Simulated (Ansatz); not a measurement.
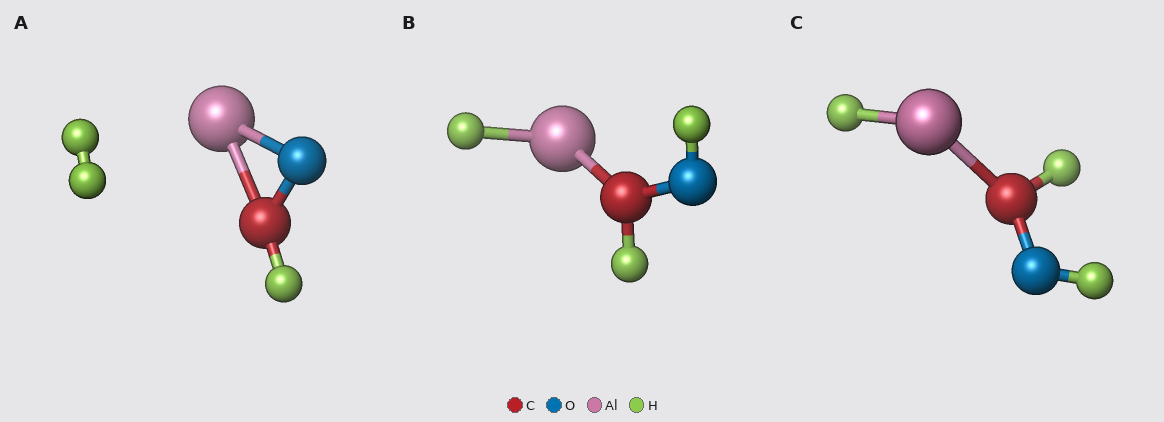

3 stationary structures of one formula. Geometries: PBE0-D4/def2-TZVP. Electronic energies: r2SCAN-D4/def2-TZVPP (Ansatz 0.2.0), without zero-point energy. No frequency run is at hand to confirm each as a minimum.

Rank them by energy, lowest first.

Answer. A is lowest (C1); B lies 9.9 kcal/mol above it (C1), C lies 11.0 kcal/mol above it (C1).
